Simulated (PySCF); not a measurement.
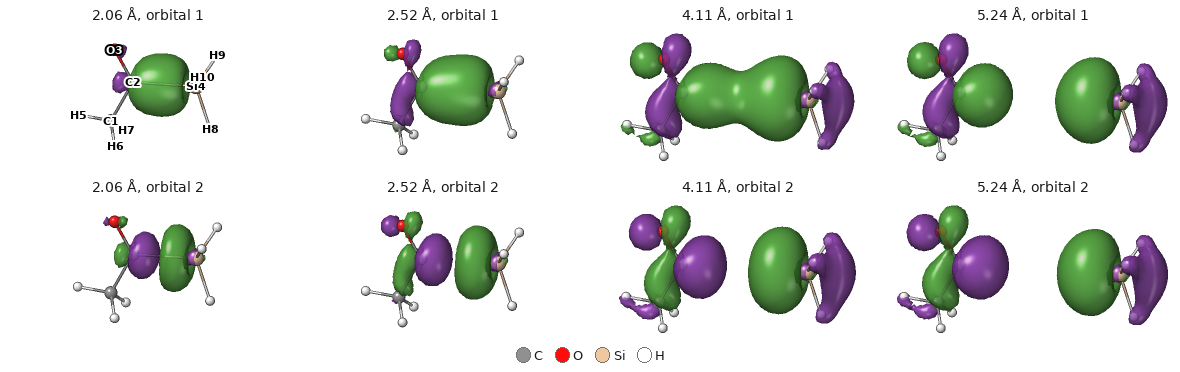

*C$_{2}$H$_{6}$OSi, SMILES `CC(=O)[SiH3]`. Rigid stretch of the C2–Si4 bond. The two CASSCF(2,2) natural orbitals nearest half filling (orbital 1 the more occupied).*

Level of theory: 6-31+G* basis (PySCF), at a geometry from GFN2-xTB. No frequency check shows the geometry to be a minimum.

Input script:

```python
import numpy as np
from pyscf import gto, scf, mcscf

mol = gto.M(atom='''
C      1.47874     0.95593    -0.00023
C      0.53037    -0.21278     0.00020
O      0.92024    -1.35835     0.00026
Si    -1.36440     0.14166     0.00009
H      2.51506     0.62420     0.00078
H      1.28408     1.56847     0.87862
H      1.28564     1.56643    -0.87996
H     -1.55605     1.59325    -0.00030
H     -1.92076    -0.46528    -1.20654
H     -1.92290    -0.46248     1.20421
''', basis='6-31+g*', charge=0, spin=0, verbose=4)
# stretch the bond between atoms 2 and 4, from long to short, fragments rigid
a, b, move = 1, 3, [3, 7, 8, 9]
xyz = mol.atom_coords(unit='Angstrom')
u = xyz[b] - xyz[a]
r0 = np.linalg.norm(u)
rows, last, dm_u = [], None, None
for r in [5.24, 4.11, 3.37, 2.9, 2.52, 2.24, 2.06, 1.87, 1.72]:
    new = xyz.copy()
    new[move] += u / r0 * (r - r0)
    m = mol.set_geom_(new, unit='Angstrom', inplace=False)
    rhf = scf.RHF(m).density_fit(auxbasis='def2-universal-jkfit').run()
    uhf = scf.UHF(m).density_fit(auxbasis='def2-universal-jkfit').newton()
    if dm_u is None:
        c = rhf.mo_coeff
        h = m.nelectron // 2 - 1
        ca, cb = c.copy(), c.copy()
        ca[:, h], cb[:, h] = (c[:, h] + c[:, h + 1]) / 2**.5, (c[:, h] - c[:, h + 1]) / 2**.5
        dm_u = np.array([x[:, :h + 1] @ x[:, :h + 1].T for x in (ca, cb)])
    uhf.kernel(dm0=dm_u)
    for _ in range(3):
        c, _, stable, _ = uhf.stability(return_status=True)
        if stable:
            break
        uhf.kernel(c, uhf.mo_occ)
    dm_u = uhf.make_rdm1()
    mc = mcscf.CASSCF(rhf, 2, 2)
    mc.natorb = True
    mc.fix_spin_(ss=0)
    guess = mcscf.addons.make_natural_orbitals(uhf)[1] if last is None else mcscf.project_init_guess(mc, last.mo_coeff, last.mol)
    mc.kernel(guess)
    last = mc
    act = slice(mc.ncore, mc.ncore + mc.ncas)
    print('r %.3f  RHF %.6f  UHF %.6f  <S^2> %.3f  CASSCF %.6f  occupations' % (r, rhf.e_tot, uhf.e_tot, uhf.spin_square()[0], mc.e_tot), mc.mo_occ[act].round(4))
    rows.append((new, rhf.e_tot, uhf.e_tot, uhf.spin_square()[0], mc.e_tot, mc.mo_occ[act], mc.mo_coeff[:, act], dm_u[0] - dm_u[1], rhf.converged and uhf.converged and mc.converged))
    np.savez('result.npz', **{k: [row[i] for row in rows] for i, k in enumerate('xyz rhf uhf s2 cas occ c spin ok'.split())})
```

Command:

```sh
OMP_NUM_THREADS=1 python input.py
```

The run took 6.1 min on 1 thread of Arm Neoverse N1, with other jobs on the host, peak memory 0.23 GiB.

### How do the occupations change along the stretch?

2.06 Å: 1.97 and 0.03; 2.52 Å: 1.92 and 0.08; 4.11 Å: 1.29 and 0.71; 5.24 Å: 1.07 and 0.93. At the longest distance computed (5.24 Å) they are 1.07 and 0.93, and the effective number of unpaired electrons is 2.0.

### Where does the UHF solution part from RHF?

Between 2.52 Å (⟨S²⟩ = 0, the two coincide) and 2.90 Å (⟨S²⟩ = 0.64); at 5.24 Å ⟨S²⟩ is 1.02 and UHF lies 3.8 eV below RHF.

### How much energy does the stretch cost?

By CASSCF, 2.8 eV from the lowest point of the scan (2.06 Å) to 5.24 Å; RHF gives 6.1 eV from its own lowest point. The fragments aren't relaxed and dynamic correlation is missing, so this isn't a bond dissociation energy.
